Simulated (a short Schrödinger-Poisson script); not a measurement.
Structure: symmetric double-gate stack, Si3N4 on p-type Ge(111), at 400 K.

```
layer  material  thickness (nm)  Na (cm⁻³)
-----  --------  --------------  ---------
1         Si3N4             2.8          -
2            Ge               8       3e16
3         Si3N4             2.8          -
```

Constants are typed, rounded textbook-type inputs, not results; the design itself was drawn at random and stands for no fabricated device. Si3N4: permittivity 7.5, conduction-band edge (eV) 1.9, gap (eV) 5.1, electron mass (mₑ) 0.5. Ge: permittivity 16, conduction-band edge (eV) 0, gap (eV) 0.664, Nv at 300 K (cm⁻³) 6e18.

Channel valleys (confinement mass, in-plane density-of-states mass, number): L1 1.59, 0.08, 1; L3 0.09, 0.34, 3. At the gates, both at one voltage, the conduction-band edge of layer 1 lies 2.07 eV − eVg above the Fermi level of the channel. Gaps are held at their typed values at every temperature. Mesh 0.03 nm at interfaces.

Solved with a short Schrödinger-Poisson script written for these runs: 1D Poisson equation in equilibrium, electrons quantum, Hartree (BenDaniel-Duke, 12 states a valley, the channel's in-plane mass for all, wave functions ending at the dielectric), parabolic valleys, classical holes, full ionisation, no traps, pinning or gate leakage.

Only gate voltages with over 1e8 electrons/cm² are shown.

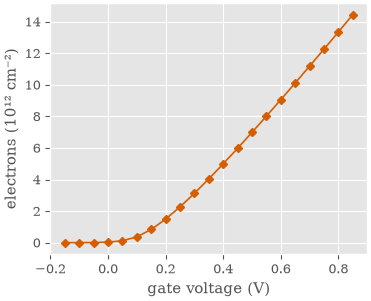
Fig. 1. Sheet density against gate voltage

| Vg (V) | electrons (cm⁻²) | C (μF/cm²) | L1 E0 (meV) | L1 E1 (meV) | L3 E0 (meV) | L3 E1 (meV) |
|---|---|---|---|---|---|---|
| -0.15 | 4.29e8 | 0.00363 | 324.7 | 335.8 | 386.3 | 582.1 |
| -0.1 | 1.83e9 | 0.00897 | 274.8 | 285.9 | 336.4 | 532.2 |
| -0.05 | 7.73e9 | 0.0362 | 225.1 | 236.1 | 286.7 | 482.5 |
| 0 | 3.19e10 | 0.144 | 176.2 | 187.2 | 237.8 | 433.5 |
| 0.05 | 1.21e11 | 0.487 | 130.3 | 141.0 | 191.9 | 387.4 |
| 0.1 | 3.68e11 | 1.15 | 91.7 | 101.8 | 153.3 | 348.2 |
| 0.15 | 8.37e11 | 1.84 | 63.0 | 72.1 | 124.7 | 318.5 |
| 0.2 | 1.49e12 | 2.32 | 42.5 | 50.1 | 104.5 | 296.8 |
| 0.25 | 2.27e12 | 2.64 | 27.0 | 33.2 | 89.7 | 280.4 |
| 0.3 | 3.13e12 | 2.85 | 14.6 | 19.4 | 78.4 | 267.2 |
| 0.35 | 4.04e12 | 3.00 | 4.0 | 7.5 | 69.2 | 256.3 |
| 0.4 | 4.99e12 | 3.11 | -5.6 | -3.0 | 61.6 | 246.9 |
| 0.45 | 5.98e12 | 3.19 | -14.4 | -12.6 | 55.1 | 238.6 |
| 0.5 | 6.98e12 | 3.26 | -22.8 | -21.5 | 49.5 | 231.2 |
| 0.55 | 8.01e12 | 3.32 | -30.9 | -30.0 | 44.4 | 224.4 |
| 0.6 | 9.05e12 | 3.37 | -38.6 | -38.0 | 39.9 | 218.2 |
| 0.65 | 1.01e13 | 3.40 | -46.2 | -45.8 | 35.8 | 212.4 |
| 0.7 | 1.12e13 | 3.44 | -53.6 | -53.3 | 32.0 | 206.9 |
| 0.75 | 1.23e13 | 3.47 | -60.8 | -60.6 | 28.4 | 201.8 |
| 0.8 | 1.33e13 | 3.49 | -67.9 | -67.7 | 25.1 | 196.9 |
| 0.85 | 1.44e13 | 3.52 | -74.9 | -74.8 | 22.0 | 192.2 |

Subbands count from the Fermi level. The capacitance is that of both gates.

Only the L valleys are kept; under strong confinement the Δ valleys of Ge fill too.
